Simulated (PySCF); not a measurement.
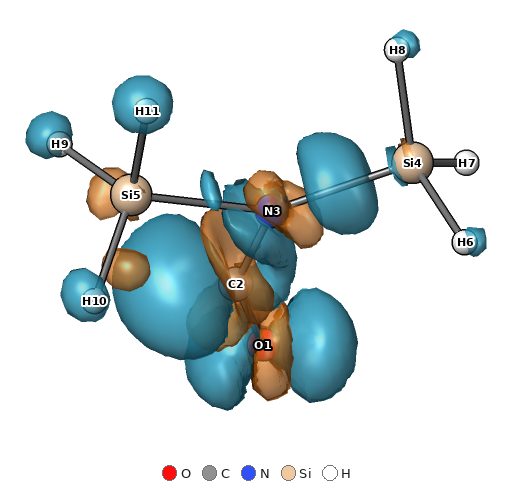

Figure. CH6NOSi2, doublet, SMILES `O=[C]N([SiH3])[SiH3]`. Fukui function f⁻ = ρ(N) − ρ(N−1) at fixed geometry, surfaces at ±0.04 e/Å³ (light blue positive, orange negative).

Method: HF/def2-SVPD; geometry: GFN2-xTB; program: PySCF. No frequency check shows the geometry to be a minimum. GFN2-xTB doesn't know the spin state, so this open-shell geometry is rough.

> Which atoms respond most to the removal of an electron?

f⁻ (Hirshfeld-condensed) is largest on O1 (0.26) and C2 (0.26); the vertical ionisation energy is 7.66 eV (to the singlet cation, which needn't be its lowest state). Condensed values hint at sites of electrophilic attack but needn't mark the atom that reacts. Shares this close don't rank the sites. Orbital relaxation makes it negative in places (0.34 e in all).

Run time: 20 s on 1 thread of Intel(R) Xeon(R) Processor @ 2.50GHz (Skylake/Cascade Lake), on a shared host, peak memory 0.34 GiB.
